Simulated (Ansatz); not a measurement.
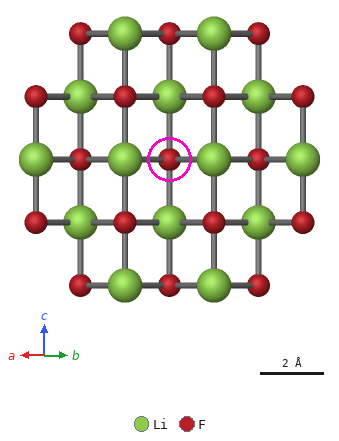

Perfect LiF. Style: ball-and-stick. Shown: the atoms within 5.4 Å of one point, in a slice 3.4 Å thick across the line of sight, along [110].

Level of theory: Ansatz 0.2.0, DFT, PBE, plane-wave PAW, default files, scalar-relativistic. Settings: plane-wave cutoff 420 eV; k-point mesh 3 × 3 × 3; occupations fermi dirac; smearing width 0.01 eV; no spin polarisation. The axes drawn are those of the host's conventional cell.

A fluorine atom is replaced by chlorine at the ringed place, in charge state 0. The supercell has 54 sites, and the atoms are relaxed at the host's cell.

> Predict the relaxed surroundings of the defect.

In the host the F atom has 6 Li at 2.01 Å; the Cl atom ends with 6 Li at 2.20 Å. Of the host's atoms, a lithium atom moves furthest from its site, by 0.19 Å. Relaxing the atoms from the host's sites lowers the energy by 1.07 eV.

The relaxed defect, seen from the same direction:

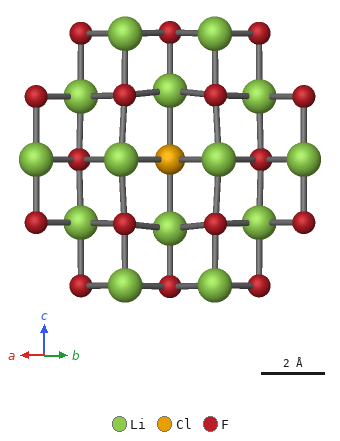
